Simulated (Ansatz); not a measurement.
**CH$_{5}$GeO (doublet): density, localisation and related maps**

```xyz
8

C    -1.0593    0.5543   -0.8124
Ge    0.5644    0.0583    0.0583
O     0.0677   -1.2228    1.1967
H    -1.1024    1.3131   -1.5852
H    -1.9948    0.0757   -0.5453
H     1.2005    1.2296    0.8420
H     1.6181   -0.5004   -0.9255
H     0.7981   -1.5647    1.7156
```

Geometry: PBE0-D4/def2-TZVP.

These are results of Ansatz, UKS PBE0-D4/def2-TZVPP, not measurements.

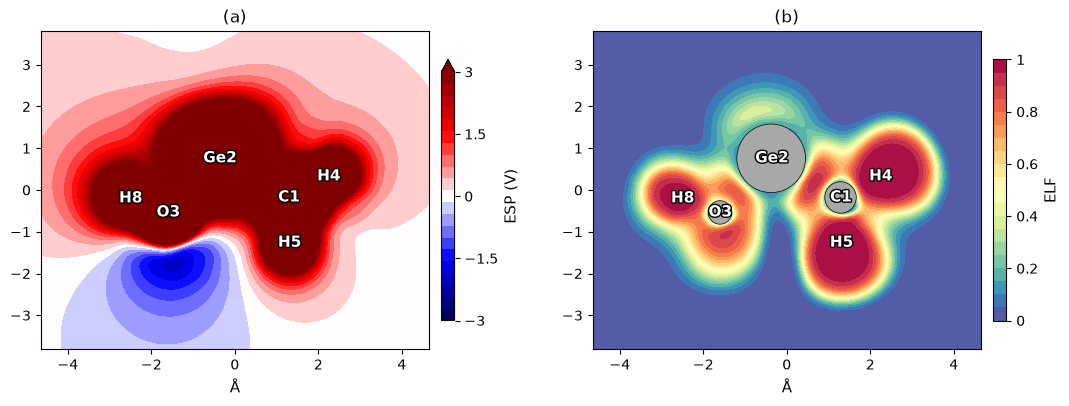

Figure 1. (a) electrostatic potential; (b) ELF on the plane of atoms Ge2, C1 and H5. Grey discs cover the atomic cores in the ELF map.

### What do the fields say about this system?

- The section cuts through C, Ge, O and H sites.
- Ge–O (1.78 Å): the ELF peaks at about 0.85 in the valence shell of O, 0.6 Å from its nucleus, and is about 0.35 at the midpoint.
- C–Ge (1.91 Å): the ELF peaks at about 0.95 in the valence shell of C, 0.7 Å from its nucleus, and is about 0.70 at the midpoint.
- O–H (0.96 Å): the ELF climbs to about 1 towards the hydrogen, as it does in any bond to H (a covalent bond by its length).
- C–H (1.08 Å): the ELF climbs to about 1 towards the hydrogen; a covalent bond by its length.
- The ELF also peaks beside O3, away from the bonds: non-bonding electrons, paired or unpaired.
- Outside the dense part of the molecule the potential is most negative (−2.0 V) near O3.

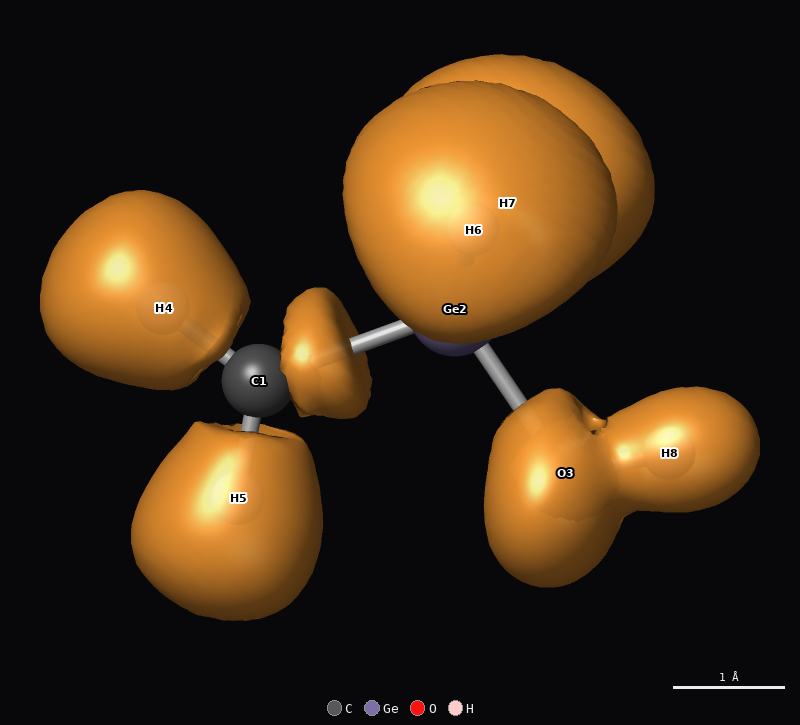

Figure 2. Isosurface of the ELF at 0.75 (orange), seen across its widest extent. Only the valence region is drawn (cores and ρ < 0.01 e/Å³ removed).

### Identify the bonds, lone pairs and shells in this picture.

At this value the surface marks out four regions around hydrogen nuclei, one lobe of the valence shell of C pointing towards Ge (polar bonds) and one joined region spread over several atoms (H, O), in which their bonds and any lone pairs are merged.

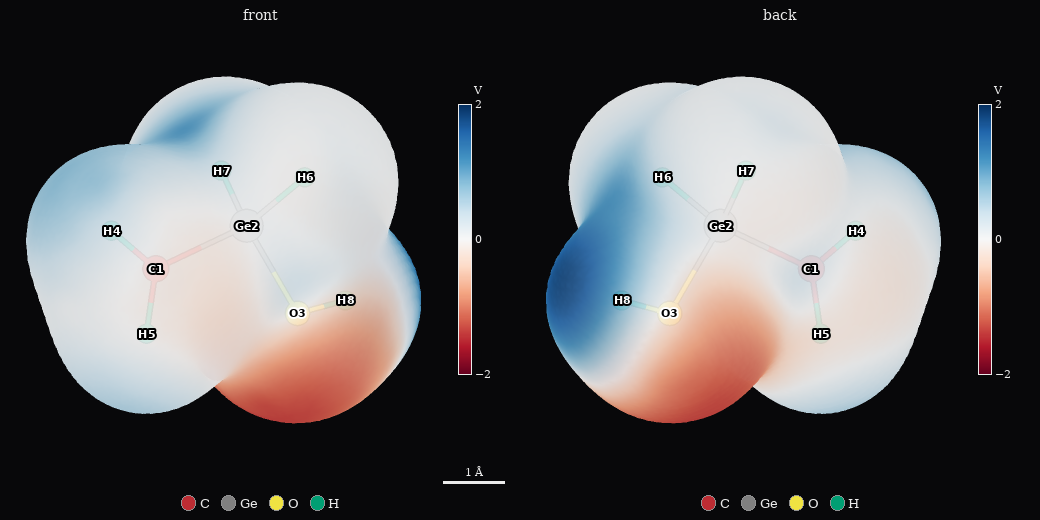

Figure 3. The molecular electrostatic potential painted on the density surface at 0.001 e/bohr³, seen from the front and from behind; the colour scale runs from red (negative) to blue (positive).

### Which sites attract a positive test charge, and which a negative one?

A positive charge is drawn to the negative regions and a negative charge to the positive ones. The most negative region (about −1.3 V) lies over O3, the most positive (about +1.8 V) over H8. O3 is the likeliest acceptor of a hydrogen bond.

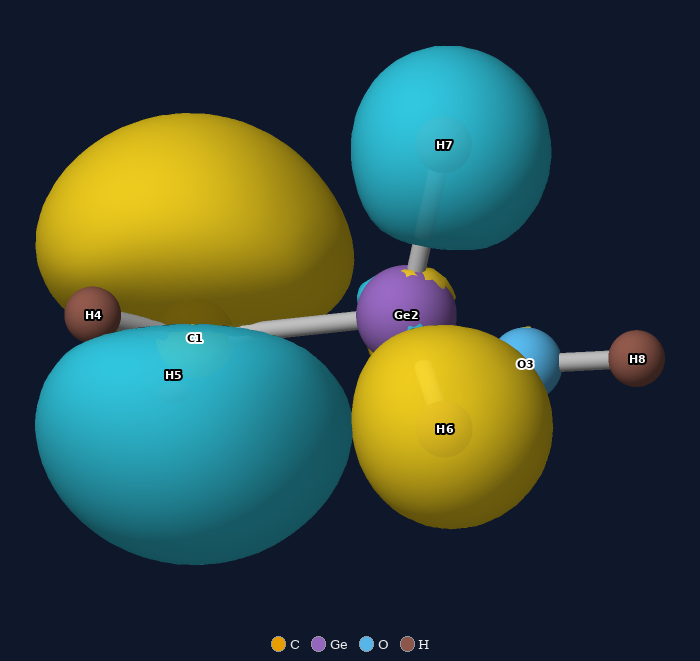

Figure 4. The HOMO (α) at ±0.08 Å⁻³ᐟ² (yellow and cyan are the two phases), seen from one side.

### What is the character of this orbital?

Its weight (Hirshfeld) is mainly on C1 (about 65 %) and Ge2 (about 15 %). Its energy is −6.97 eV.
